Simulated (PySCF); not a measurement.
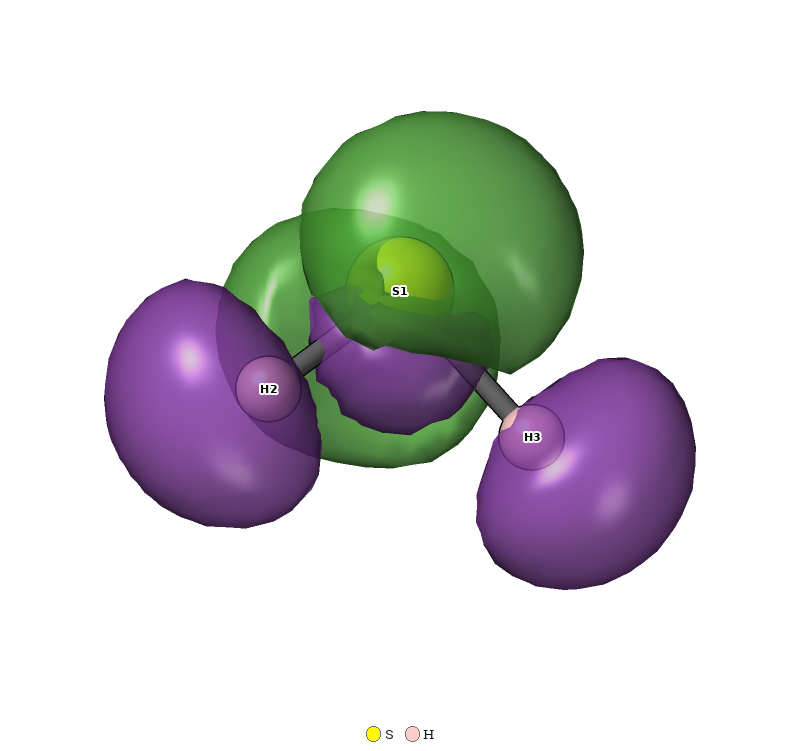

Figure 1: H₂S, SMILES `S`. Unrelaxed difference density of S₂ less the ground state (full linear response singlet states), ±0.04 e/Å³; purple: gain, green: loss.

Method: CAM-B3LYP/6-31G*; geometry: GFN2-xTB; program: PySCF. No frequency check shows the geometry to be a minimum. GFN2-xTB bond lengths at metals and heavier atoms can be off by up to 0.1 Å and shapes distorted, which carries into these values. Without diffuse functions Rydberg states are missing, so the states' numbers hold for this basis only.

Coordinates in Å:

```
S1       0.0000   -0.1021    0.0000
H2       0.9574    0.8165    0.0000
H3      -0.9574    0.8166    0.0000
```

How does the charge move on excitation?

Answer. 0.73 e is displaced in all, of which about 0.4 e passes between atoms: S1 (0.40 e) loses electrons and H2 and H3 (0.20 e each) gain them. The state: 7.91 eV (157 nm), f = 0.001 (very weak), partly diffuse acceptor orbital, which a basis without diffuse functions describes poorly; the leading pair carries 100 %; hole on S1 (92 %), electron on S1 (51 %) and H2 and H3 (24 % each) (atom shares of so diffuse an orbital are rough); their centroids lie 0.6 Å apart.
